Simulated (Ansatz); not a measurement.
Take SnO in the litharge type structure (space group P4/nmm, No. 129; a = 3.770 Å, c = 4.560 Å; layered, stacked along the Cartesian z axis) as the base.

One thing is altered: Pb takes the place of Sn on all its sites; the structure is relaxed again.

Computed with Kohn–Sham DFT with the PBEsol-D3(BJ) functional, run in Ansatz (a quantum-chemistry and plane-wave program) with PAW and 420 eV plane waves, without spin-orbit coupling.

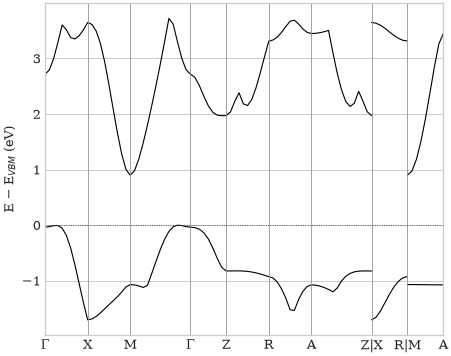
Fig. 1. Highest valence and lowest conduction band along the path of the changed cell's own zone

Q: From the figure, how large is the changed gap, and is it direct?

A: About 0.9 eV, indirect, M–Γ (79 % along) → M.

With Pb present, leaving out spin-orbit coupling can change the band edges. No phonon test of stability was made. The final runs are not spin-polarised.
